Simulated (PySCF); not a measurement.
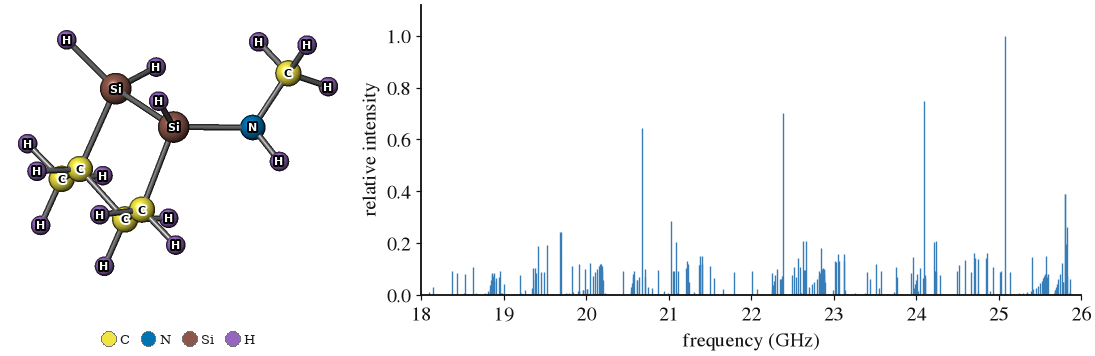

C₅H₁₅NSi₂, SMILES CN[Si@@H]1CC[C@H](C)[SiH2]1. Simulated rotational absorption lines between 18 and 26 GHz at 5 K: rigid rotor with the equilibrium constants and dipole of one optimised conformer (PBE0-D3(BJ)/def2-SVP, PySCF), commonest isotopes; no centrifugal distortion, hyperfine structure, internal rotation or nuclear-spin weights; lines within 1 MHz of each other are summed.

What are the rotational constants, and what kind of rotor is it?

Answer. Rotational constants A, B, C = 2.202, 0.9145, 0.7939 GHz; Ray's κ = −0.83, an asymmetric top on the prolate side.

Which dipole components drive the lines?

Answer.
|μa|, |μb|, |μc| = 0.55, 0.87, 0.74 D; b-type lines carry 46 % of the intensity in this range.

Note: coarse grid, loose stop and no frequency check, small forces are noise and the end may be a saddle.
